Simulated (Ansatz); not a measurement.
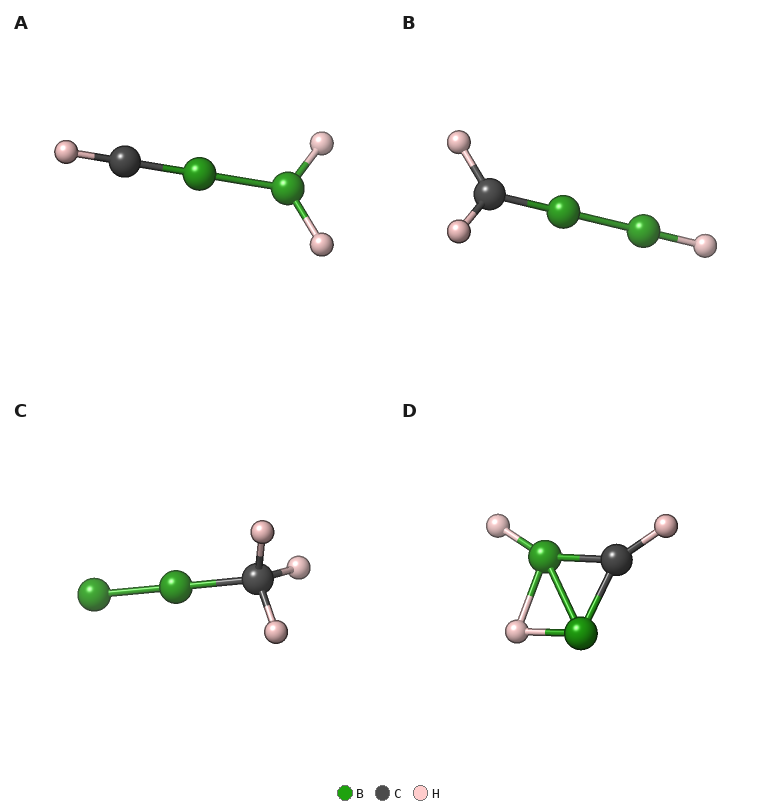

4 stationary structures of one formula. The species is neutral and a spin doublet. Geometries: PBE0-D4/def2-TZVP. Electronic energies: PBE0-D4/def2-TZVP (Ansatz 0.2.0), without zero-point energy. No frequency run is at hand to confirm each as a minimum.

Which structure is the most stable?

D is lowest (Cs); B lies 17.2 kcal/mol above it, A lies 31.1 kcal/mol above it, C lies 55.8 kcal/mol above it (C3v).

The determinant isn't a pure spin state (⟨S²⟩ up to 1.76).
